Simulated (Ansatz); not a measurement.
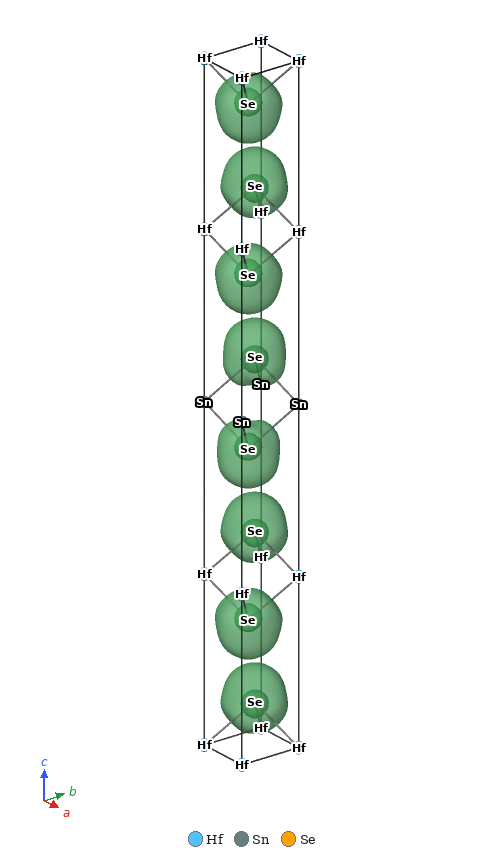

*Hf$_{3}$SnSe$_{8}$. Isosurface of the ELF at 0.65 (green), seen slightly off an axis. Only the valence region is drawn (cores and ρ < 0.01 e/Å³ removed). Sticks mark near contacts.*

Space group P-3m1; a structure generated by program, which may or may not match a known phase.

Method: DFT PBE, scalar-relativistic, plane waves, PAW in Ansatz 0.2.0.

In a PAW calculation such maps are meaningful between the atoms, not at the nuclei.

> What do the ELF domains correspond to?

At this value the surface marks out two regions on Se in which the atom's valence shell and bonds are merged and six regions wrapped around Se (the valence shell of each), counted in one cell of 12 atoms. Any copies at cell faces, edges or corners count once. Along the contacts the grid gives the following. Hf–Se (2.69 Å): the ELF is about 0.50 at the midpoint. Sn–Se (2.72 Å): the ELF is about 0.60 at the midpoint.
